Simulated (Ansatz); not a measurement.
The parent structure is GaSb in the zinc blende structure (space group F-43m, No. 216; a = 6.1324 Å).

Structures relaxed with r2SCAN/PAW in Ansatz (a program for electronic structure), spin-orbit coupling left out.

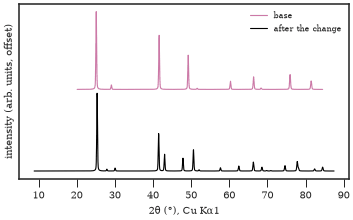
Simulated powder patterns before (top) and after one change

Question: Which change produced these results?
A) x(Zn) = 0.25, 8 atoms, I-42m
B) x(Zn) = 0.5, 4 atoms, R3m
C) x(Zn) = 0.5, 4 atoms, P-4m2
D) x(Zn) = 0.25, 8 atoms, Amm2

Answer: C, x(Zn) = 0.5, 4 atoms, P-4m2. Its volume per atom is 28.15 Å³ against 28.83 Å³, and its space group is P-4m2 (No. 115).

These are small ordered cells, not random alloys; other orderings at the same x differ. No phonon test of stability was made. The final runs are not spin-polarised. An odd electron count without spin: ZnGaSb2 and ZnGa3Sb4.
